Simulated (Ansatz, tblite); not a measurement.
# Zr(OH)Cl3 (Cl3HOZr): charged states by level of theory

Aim: the energy of removing and adding an electron for Zr(OH)Cl3 (Cl3HOZr), by energy differences, and how well orbital energies stand in for it.

Computed with Ansatz 0.2.0, Gaussian basis. Level: as each input shows.

Levels to be run: charge +1 doublet, at the geometry of the singlet (PBE0-D4/def2-TZVP, PBE-D4/def2-TZVP, r2SCAN-D4/def2-TZVP); charge -1 doublet, at the geometry of the singlet (PBE0-D4/def2-TZVPD, PBE-D4/def2-TZVPD, r2SCAN-D4/def2-TZVPD); the starting singlet's energies come from earlier runs.

### Step 1. The relaxed structure

The geometry is that of the singlet, from an earlier relaxation (PBE-D4/def2-SVP).

6 atoms, charge 0, spin multiplicity 1.

Atoms are counted from 1 here; the program's logs count them from 0.

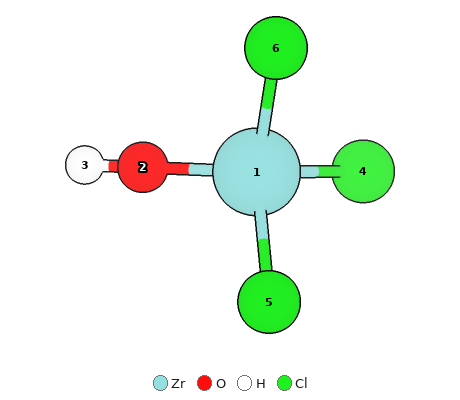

The geometry (zirconium light teal, oxygen red, hydrogen white, chlorine green); atoms are numbered from 1 in the order of the file.

Geometry (Å):

```mol
Cl3HOZr
  3D, bonds by distance, orders not assigned

  6  5  0  0  0  0  0  0  0  0999 V2000
   -0.0327   -0.0573   -0.4033 Zr  0  0
    0.1181    0.2072    1.4649 O   0  0
    0.1960    0.3436    2.4203 H   0  0
    2.1230   -0.1724   -1.3384 Cl  0  0
   -1.2168    1.7467   -1.3405 Cl  0  0
   -1.1875   -2.0677   -0.8029 Cl  0  0
  1  2  8  0
  1  4  8  0
  1  5  8  0
  1  6  8  0
  2  3  8  0
M  END
```

Formally the metal is d0. Zr takes a core potential in the def2 sets. No spin-orbit coupling is included.

### Step 2. Charge +1 doublet at the fixed geometry, first pass, PBE0-D4/def2-SVP

in.yaml

```yaml
crystal:
  periodic: [false, false, false]
  atoms:
    - {symbol: Zr, position_ang: [-0.032727, -0.057310, -0.403321]}
    - {symbol: O, position_ang: [0.118106, 0.207198, 1.464918]}
    - {symbol: H, position_ang: [0.195957, 0.343606, 2.420279]}
    - {symbol: Cl, position_ang: [2.122954, -0.172446, -1.338449]}
    - {symbol: Cl, position_ang: [-1.216803, 1.746661, -1.340532]}
    - {symbol: Cl, position_ang: [-1.187477, -2.067699, -0.802885]}
basis:
  gaussian: {orbitals: def2-SVP}
total_charge: 1
magnetization: {spin_polarized: true, initial_magnetization: 1}
hamiltonian: {xc: pbe0, dispersion: d4}
output: {orbitals: {seedname: orbitals}}
```

The run is started by

```
> ansatz run in.yaml --threads 4 --pin off --events-out ev --progress --plain --max-ram 3916MiB
```

The log of the run:

```text
Functional definition: PBE0
  name "PBE0"
  cite "Adamo & Barone, J. Chem. Phys. 110, 6158 (1999) doi:10.1063/1.478522"
  cite "Perdew, Burke & Ernzerhof, Phys. Rev. Lett. 77, 3865 (1996) doi:10.1103/PhysRevLett.77.3865"
  parent pbe
  parameter a = 0.25
  parameter kappa = 0.804
  parameter beta = 0.06672455060314922
  exchange = (1 - a)*pbe_x(kappa = kappa, mu = beta*pi^2/3) + a*exact_x
  correlation = pbe_c(beta = beta)
985 factors; integrals over basis functions are off by at most 1.0e-3 eV
mean field evaluation 1: about -40871.6244 eV, gradient 5.0e1 eV
mean field evaluation 2: about -40766.9425 eV, gradient 1.4e2 eV
mean field evaluation 4: about -40880.6960 eV, gradient 4.7e0 eV
mean field evaluation 8: about -40880.9206 eV, gradient 6.4e-1 eV
mean field evaluation 16: about -40880.9232 eV, gradient 3.5e-3 eV
mean field evaluation 32: about -40880.9232 eV, gradient 4.1e-5 eV
mean field evaluation 64: about -40880.8759 eV, gradient 9.4e-1 eV
mean field -40880.92319840 eV, -1502.3462174561 hartree, gradient 7.1e-6 eV, S^2 0.764074; 8 other end points of the search recorded, 0 dependent functions left out
reference -40880.92326408 eV, -1502.3462198697 hartree; 36, 35 occupied and 68, 69 virtual orbitals, 985 factors
Total energy: -40881.09142777 eV, -1502.3523997716 hartree
```

Run time: 14 s. Hardware: 4 threads of Arm Neoverse V1, shared host.

HOMO -14.73 eV, LUMO -13.21 eV (over both spins); ⟨S²⟩ 0.764 (pure: 0.75).

### Step 3. Charge +1 doublet at the fixed geometry, PBE0-D4/def2-TZVP

start.molden holds the orbitals of an earlier run on this state, given as this run's starting guess.

Edit in.yaml of step 2 so:

```diff
@@ -10,3 +10,3 @@
 basis:
-  gaussian: {orbitals: def2-SVP}
+  gaussian: {orbitals: def2-TZVP, initial_orbitals: start.molden}
 total_charge: 1
@@ -14,2 +14,3 @@
 hamiltonian: {xc: pbe0, dispersion: d4}
+scf: {omitted_lower_state_checks: [starts]}
 output: {orbitals: {seedname: orbitals}}
```

The command is unchanged.

The log of the run:

```text
Functional definition: PBE0
  name "PBE0"
  cite "Adamo & Barone, J. Chem. Phys. 110, 6158 (1999) doi:10.1063/1.478522"
  cite "Perdew, Burke & Ernzerhof, Phys. Rev. Lett. 77, 3865 (1996) doi:10.1103/PhysRevLett.77.3865"
  parent pbe
  parameter a = 0.25
  parameter kappa = 0.804
  parameter beta = 0.06672455060314922
  exchange = (1 - a)*pbe_x(kappa = kappa, mu = beta*pi^2/3) + a*exact_x
  correlation = pbe_c(beta = beta)
these checks for a lower state are left out or cut short: starts
1398 factors; their error is unknown
mean field evaluation 1: about -40893.1626 eV, gradient 1.3e2 eV
mean field evaluation 2: about -40896.2475 eV, gradient 3.7e0 eV
mean field evaluation 4: about -40896.4440 eV, gradient 1.5e-1 eV
mean field evaluation 8: about -40896.4440 eV, gradient 2.0e-5 eV
mean field -40896.44404418 eV, -1502.9165980181 hartree, gradient 5.1e-6 eV, S^2 0.765831; 0 other end points of the search recorded, 0 dependent functions left out
reference -40896.44408844 eV, -1502.9165996449 hartree; 36, 35 occupied and 152, 153 virtual orbitals, 1398 factors
Total energy: -40896.61225214 eV, -1502.9227795468 hartree
Checks for a lower state left out: starts
```

It took 18 s on 4 threads of Arm Neoverse V1, shared host; peak memory 1.1 GiB.

HOMO -14.61 eV, LUMO -13.06 eV (over both spins); ⟨S²⟩ 0.766 (pure: 0.75).

### Step 4. Charge +1 doublet at the fixed geometry, PBE-D4/def2-TZVP

Edit in.yaml of step 3 so:

```diff
@@ -13,3 +13,3 @@
 magnetization: {spin_polarized: true, initial_magnetization: 1}
-hamiltonian: {xc: pbe0, dispersion: d4}
+hamiltonian: {xc: pbe, dispersion: d4}
 scf: {omitted_lower_state_checks: [starts]}
```

The command is unchanged.

The log of the run:

```text
Functional definition: PBE
  name "PBE"
  cite "Perdew, Burke & Ernzerhof, Phys. Rev. Lett. 77, 3865 (1996) doi:10.1103/PhysRevLett.77.3865"
  parent pbe
  parameter kappa = 0.804
  parameter beta = 0.06672455060314922
  exchange = pbe_x(kappa = kappa, mu = beta*pi^2/3)
  correlation = pbe_c(beta = beta)
these checks for a lower state are left out or cut short: starts
1284 factors; their error is unknown
mean field evaluation 1: about -40894.7015 eV, gradient 1.1e1 eV
mean field evaluation 2: about -40894.8622 eV, gradient 2.3e-1 eV
mean field evaluation 4: about -40894.8581 eV, gradient 1.9e-3 eV
mean field evaluation 8: about -40894.8695 eV, gradient 9.8e-2 eV
mean field evaluation 16: about -40894.8697 eV, gradient 2.5e-4 eV
mean field -40894.86970002 eV, -1502.8587419376 hartree, gradient 2.4e-6 eV, S^2 0.753670; 0 other end points of the search recorded, 0 dependent functions left out
reference -40894.86976036 eV, -1502.8587441548 hartree; 36, 35 occupied and 152, 153 virtual orbitals, 1284 factors
Total energy: -40895.06081914 eV, -1502.8657654358 hartree
Checks for a lower state left out: starts
```

Wall time 13 s (4 threads of Arm Neoverse V1, shared host).

Report: HOMO -13.28 eV, LUMO -13.27 eV (over both spins); ⟨S²⟩ 0.754 (pure: 0.75).

### Step 5. Charge +1 doublet at the fixed geometry, r2SCAN-D4/def2-TZVP

Edit in.yaml of step 4 so:

```diff
@@ -13,3 +13,3 @@
 magnetization: {spin_polarized: true, initial_magnetization: 1}
-hamiltonian: {xc: pbe, dispersion: d4}
+hamiltonian: {xc: r2scan, dispersion: d4}
 scf: {omitted_lower_state_checks: [starts]}
```

Launched as before.

The log of the run, shortened:

```text
Functional definition: r2SCAN
  name "r2SCAN"
  cite "Furness, Kaplan, Ning, Perdew & Sun, J. Phys. Chem. Lett. 11, 8208 (2020) doi:10.1021/acs.jpclett.0c02405"
  cite "Furness, Kaplan, Ning, Perdew & Sun, J. Phys. Chem. Lett. 11, 9248 (2020) doi:10.1021/acs.jpclett.0c03077"
  parent r2scan
[...]
1284 factors; their error is unknown
[...]
mean field -40908.98874823 eV, -1503.3776073890 hartree, gradient 3.6e-6 eV, S^2 0.757269; 0 other end points of the search recorded, 0 dependent functions left out
reference -40908.98876764 eV, -1503.3776081024 hartree; 36, 35 occupied and 152, 153 virtual orbitals, 1284 factors
Total energy: -40909.03467176 eV, -1503.3792950475 hartree
Checks for a lower state left out: starts
```

It took 33 s on 4 threads of Arm Neoverse V1, shared host; peak memory 0.59 GiB.

From the report: HOMO -13.63 eV, LUMO -13.51 eV (over both spins); ⟨S²⟩ 0.757 (pure: 0.75).

### Step 6. Vertical ionisation energy

Charged state less starting state, singlet to doublet; the starting state's energies are those of its earlier runs.

```tsv
level	vertical ionisation energy (eV)	time
PBE-D4/def2-TZVP	+10.63	15 s
r2SCAN-D4/def2-TZVP	+10.93	37 s
PBE0-D4/def2-TZVP	+11.20	20 s
```

Times add the two runs; a level without a time comes out of a correlated run.

Beside −ε(HOMO) of the starting state:

```tsv
level	−ε(HOMO) (eV)	by difference (eV)	mismatch (eV)
PBE-D4/def2-TZVP	7.92	10.63	-2.70
r2SCAN-D4/def2-TZVP	8.32	10.93	-2.62
PBE0-D4/def2-TZVP	9.31	11.20	-1.89
```

### Step 7. Charge -1 doublet at the fixed geometry, first pass, PBE0-D4/def2-SVP

Edit in.yaml of step 5 so:

```diff
@@ -10,7 +10,6 @@
 basis:
-  gaussian: {orbitals: def2-TZVP, initial_orbitals: start.molden}
-total_charge: 1
+  gaussian: {orbitals: def2-SVP}
+total_charge: -1
 magnetization: {spin_polarized: true, initial_magnetization: 1}
-hamiltonian: {xc: r2scan, dispersion: d4}
-scf: {omitted_lower_state_checks: [starts]}
+hamiltonian: {xc: pbe0, dispersion: d4}
 output: {orbitals: {seedname: orbitals}}
```

Launched as before.

The log of the run, shortened:

```text
Functional definition: PBE0
  name "PBE0"
  cite "Adamo & Barone, J. Chem. Phys. 110, 6158 (1999) doi:10.1063/1.478522"
  cite "Perdew, Burke & Ernzerhof, Phys. Rev. Lett. 77, 3865 (1996) doi:10.1103/PhysRevLett.77.3865"
  parent pbe
[...]
985 factors; integrals over basis functions are off by at most 1.0e-3 eV
[...]
mean field -40892.14113475 eV, -1502.7584690135 hartree, gradient 7.3e-6 eV, S^2 0.752055; 14 other end points of the search recorded, 0 dependent functions left out
reference -40892.14119249 eV, -1502.7584711352 hartree; 37, 36 occupied and 67, 68 virtual orbitals, 985 factors
Total energy: -40892.33443617 eV, -1502.7655727096 hartree
```

Run time: 36 s. Hardware: 4 threads of Arm Neoverse V1, shared host.

From the report: HOMO 2.05 eV, LUMO 3.86 eV (over both spins); ⟨S²⟩ 0.752 (pure: 0.75). Doubts: highest occupied level lies above zero.

### Step 8. Charge -1 doublet at the fixed geometry, PBE0-D4/def2-TZVPD

Edit in.yaml of step 7 so:

```diff
@@ -10,3 +10,3 @@
 basis:
-  gaussian: {orbitals: def2-SVP}
+  gaussian: {orbitals: def2-TZVPD, initial_orbitals: start.molden}
 total_charge: -1
@@ -14,2 +14,3 @@
 hamiltonian: {xc: pbe0, dispersion: d4}
+scf: {omitted_lower_state_checks: [starts]}
 output: {orbitals: {seedname: orbitals}}
```

The command is unchanged.

The log of the run:

```text
Functional definition: PBE0
  name "PBE0"
  cite "Adamo & Barone, J. Chem. Phys. 110, 6158 (1999) doi:10.1063/1.478522"
  cite "Perdew, Burke & Ernzerhof, Phys. Rev. Lett. 77, 3865 (1996) doi:10.1103/PhysRevLett.77.3865"
  parent pbe
  parameter a = 0.25
  parameter kappa = 0.804
  parameter beta = 0.06672455060314922
  exchange = (1 - a)*pbe_x(kappa = kappa, mu = beta*pi^2/3) + a*exact_x
  correlation = pbe_c(beta = beta)
these checks for a lower state are left out or cut short: starts
1558 factors; their error is unknown
mean field evaluation 1: about -40903.9018 eV, gradient 1.3e2 eV
mean field evaluation 2: about -40907.5775 eV, gradient 5.3e0 eV
mean field evaluation 4: about -40907.9948 eV, gradient 1.6e-2 eV
mean field evaluation 8: about -40908.1078 eV, gradient 2.0e-5 eV
mean field -40908.10784110 eV, -1503.3452346491 hartree, gradient 9.7e-6 eV, S^2 0.752351; 0 other end points of the search recorded, 0 dependent functions left out
reference -40908.10789139 eV, -1503.3452364970 hartree; 37, 36 occupied and 190, 191 virtual orbitals, 1558 factors
Total energy: -40908.30113507 eV, -1503.3523380714 hartree
Checks for a lower state left out: starts
```

Wall time 26 s (4 threads of Arm Neoverse V1, shared host); peak memory 1.4 GiB.

Report: HOMO 1.35 eV, LUMO 2.82 eV (over both spins); ⟨S²⟩ 0.752 (pure: 0.75). Doubts: highest occupied level lies above zero.

### Step 9. Charge -1 doublet at the fixed geometry, PBE-D4/def2-TZVPD

Edit in.yaml of step 8 so:

```diff
@@ -13,3 +13,3 @@
 magnetization: {spin_polarized: true, initial_magnetization: 1}
-hamiltonian: {xc: pbe0, dispersion: d4}
+hamiltonian: {xc: pbe, dispersion: d4}
 scf: {omitted_lower_state_checks: [starts]}
```

Launched as before.

The log of the run:

```text
Functional definition: PBE
  name "PBE"
  cite "Perdew, Burke & Ernzerhof, Phys. Rev. Lett. 77, 3865 (1996) doi:10.1103/PhysRevLett.77.3865"
  parent pbe
  parameter kappa = 0.804
  parameter beta = 0.06672455060314922
  exchange = pbe_x(kappa = kappa, mu = beta*pi^2/3)
  correlation = pbe_c(beta = beta)
these checks for a lower state are left out or cut short: starts
1396 factors; their error is unknown
mean field evaluation 1: about -40905.5899 eV, gradient 1.1e1 eV
mean field evaluation 2: about -40905.7482 eV, gradient 2.6e-1 eV
mean field evaluation 4: about -40905.7629 eV, gradient 5.8e-1 eV
mean field evaluation 8: about -40905.8054 eV, gradient 2.6e-3 eV
mean field evaluation 16: about -40905.8054 eV, gradient 3.7e-5 eV
mean field -40905.80542679 eV, -1503.2606224837 hartree, gradient 1.3e-6 eV, S^2 0.751830; 0 other end points of the search recorded, 0 dependent functions left out
reference -40905.80548207 eV, -1503.2606245154 hartree; 37, 36 occupied and 190, 191 virtual orbitals, 1396 factors
Total energy: -40906.02492356 eV, -1503.2686888412 hartree
Checks for a lower state left out: starts
```

Wall time 18 s (4 threads of Arm Neoverse V1, shared host); peak memory 0.74 GiB.

HOMO 1.88 eV, LUMO 1.93 eV (over both spins); ⟨S²⟩ 0.752 (pure: 0.75). Doubts: highest occupied level lies above zero.

### Step 10. Charge -1 doublet at the fixed geometry, r2SCAN-D4/def2-TZVPD

Edit in.yaml of step 9 so:

```diff
@@ -13,3 +13,3 @@
 magnetization: {spin_polarized: true, initial_magnetization: 1}
-hamiltonian: {xc: pbe, dispersion: d4}
+hamiltonian: {xc: r2scan, dispersion: d4}
 scf: {omitted_lower_state_checks: [starts]}
```

The command is unchanged.

The log of the run:

```text
Functional definition: r2SCAN
  name "r2SCAN"
  cite "Furness, Kaplan, Ning, Perdew & Sun, J. Phys. Chem. Lett. 11, 8208 (2020) doi:10.1021/acs.jpclett.0c02405"
  cite "Furness, Kaplan, Ning, Perdew & Sun, J. Phys. Chem. Lett. 11, 9248 (2020) doi:10.1021/acs.jpclett.0c03077"
  parent r2scan
  parameter k0 = 0.174
  parameter k1 = 0.065
  parameter a1 = 4.9479
  exchange = r2scan_x(k0 = k0, k1 = k1, a1 = a1)
  correlation = r2scan_c
these checks for a lower state are left out or cut short: starts
1396 factors; their error is unknown
mean field evaluation 1: about -40920.1617 eV, gradient 7.6e0 eV
mean field evaluation 2: about -40920.2079 eV, gradient 9.0e-2 eV
mean field evaluation 4: about -40920.1962 eV, gradient 6.6e-4 eV
mean field evaluation 8: about -40920.1962 eV, gradient 3.3e-5 eV
mean field -40920.19617157 eV, -1503.7894725999 hartree, gradient 8.9e-6 eV, S^2 0.753138; 0 other end points of the search recorded, 0 dependent functions left out
reference -40920.19622038 eV, -1503.7894743938 hartree; 37, 36 occupied and 190, 191 virtual orbitals, 1396 factors
Total energy: -40920.24945280 eV, -1503.7914306492 hartree
Checks for a lower state left out: starts
```

It took 34 s on 4 threads of Arm Neoverse V1, shared host; peak memory 0.84 GiB.

Report: HOMO 2.36 eV, LUMO 2.82 eV (over both spins); ⟨S²⟩ 0.753 (pure: 0.75). Doubts: highest occupied level lies above zero.

### Step 11. Vertical electron affinity

Starting state less charged state (positive: the electron is bound), singlet to doublet; the starting state's energies are those of its earlier runs.

```tsv
level	vertical electron affinity (eV)	time
PBE-D4/def2-TZVPD	+0.27	21 s
r2SCAN-D4/def2-TZVPD	+0.23	41 s
PBE0-D4/def2-TZVPD	+0.43	31 s
```

Times add the two runs; a level without a time comes out of a correlated run.

Beside −ε(LUMO) of the starting state:

```tsv
level	−ε(LUMO) (eV)	by difference (eV)	mismatch (eV)
PBE-D4/def2-TZVPD	2.93	0.27	+2.66
r2SCAN-D4/def2-TZVPD	2.78	0.23	+2.55
PBE0-D4/def2-TZVPD	2.15	0.43	+1.71
```

### Step 12. Outcome

```
                                             quantity                                  value
 vertical ionisation energy, functionals in def2-TZVP   10.63 (PBE-D4) to 11.20 eV (PBE0-D4)
vertical electron affinity, functionals in def2-TZVPD  0.23 (r2SCAN-D4) to 0.43 eV (PBE0-D4)
```

**Reading.** The vertical ionisation energy spans 10.63 to 11.20 eV over the functionals. −ε(HOMO) misses the level's own difference by -1.89 eV at best (PBE0-D4) and -2.70 eV at worst (PBE-D4). The vertical electron affinity spans 0.23 to 0.43 eV over the functionals. The anion's highest level lies above zero where self-interaction lifts it, so diffuse functions weigh on these values. −ε(LUMO) misses the level's own difference by +1.71 eV at best (PBE0-D4) and +2.66 eV at worst (PBE-D4). The charged states' spins were chosen beforehand and needn't be their lowest.

The anion's highest level is positive in at least one run, so there the basis alone may hold the extra electron.
